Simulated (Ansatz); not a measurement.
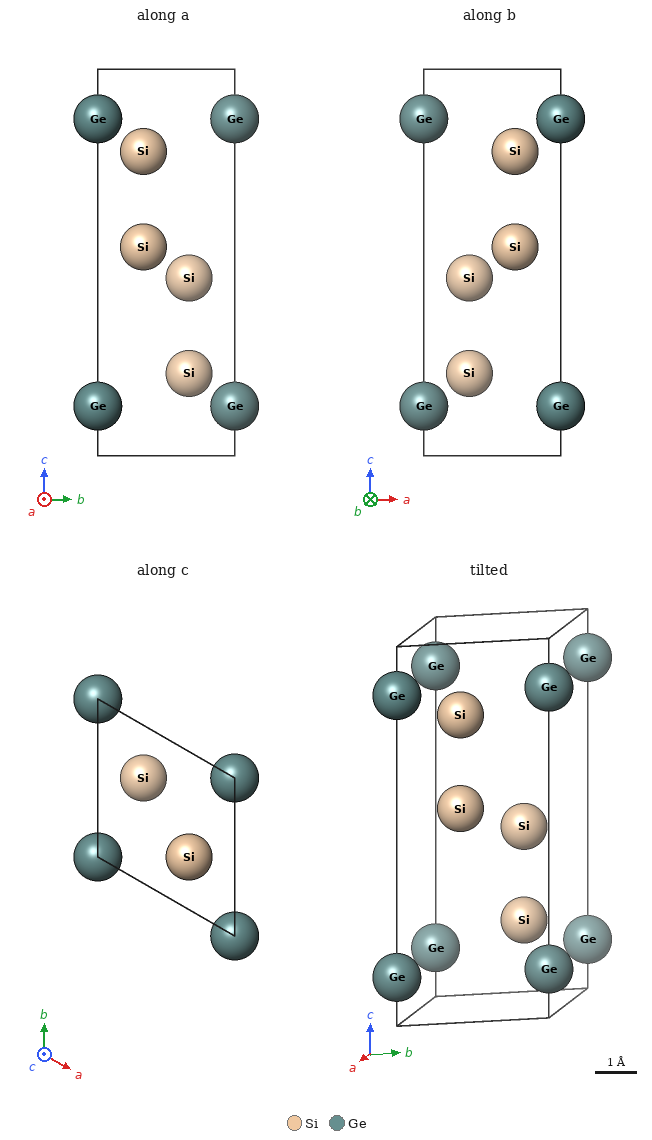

Spheres-only drawing of the structure, looking along the a axis, along the b axis, along the c axis and slightly off an axis. The parallelepiped is the conventional unit cell.

Lattice parameters: a = 3.899 Å, b = 3.899 Å, c = 9.542 Å, α = 90.00°, β = 90.00°, γ = 120.00°. Put a along x and b in the xy plane.

Question: Record the structure as a POSCAR file, with free fractional coordinates to two decimals.

Answer:
```
Si Ge
1.0
     3.899    0.000    0.000
    -1.949    3.377    0.000
     0.000    0.000    9.542
Si Ge
4 2
Direct
  0.6667 0.3333 0.54
  0.3333 0.6667 0.21
  0.3333 0.6667 0.46
  0.6667 0.3333 0.79
  0.00 0.00 0.87
  0.00 0.00 0.13
```

Its origin is a structure type filled with these elements by a generator (whether the compound takes this form wasn't checked). Earlier steps of the study, as a rule a relaxation of our own, may have changed the cell and positions, so they can lie some per cent off the listed ones. It went into a calculation with Ansatz.
